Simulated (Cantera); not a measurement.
A closed system holds: 1 mol Si, 0.18 mol CO₂, 2.1 mol CO, 0.0015 mol O₂, held at 113 Torr.

Equilibrium computed with Cantera from the NASA thermochemical tables; the gas is ideal and each condensed phase is pure. Candidate condensed phases: C, Si, SiC, SiO₂; 20 gas species. Equilibrium is a limit: real reactors are often held back by kinetics, nucleation or transport.

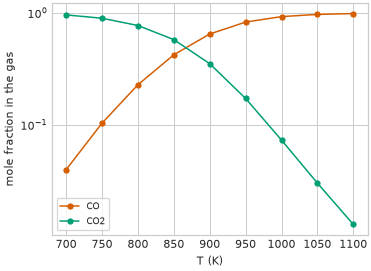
Figure. Equilibrium gas composition (values under 1e-9 drawn at 1e-9)

From 700 K to 800 K the condensed part is C(graphite) + SiO₂(α-quartz). From 850 K to 1100 K the condensed part is C(graphite) + SiO₂(β-quartz).
